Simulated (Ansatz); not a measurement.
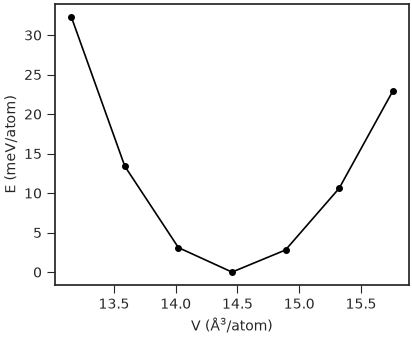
Figure. AgAuO₂ in space group P2_1/c (No. 14; Ag on 2d, Au on 2a, O on 4e) under volume change, r²SCAN (plane waves, PAW; program Ansatz), shape and atoms relaxed at each volume.

Question: What does a third-order Birch–Murnaghan fit give for V₀, B₀ and B′?

Answer: V₀ = 14.46 Å³/atom, B₀ = 74.1 GPa, B′ = 4.5.

The first step of the workflow began from a Materials Project structure, measured or hypothetical; the Crystallography Open Database copy checked does not list it. Whether it is the stable phase at ambient conditions was not checked. The r²SCAN relaxation kept the symmetry of its start; its stability against distortions is not shown here. No spin polarisation was allowed. Spin–orbit coupling is left out wherever it is not named.

Potentials: the later of the program's two PAW sets.
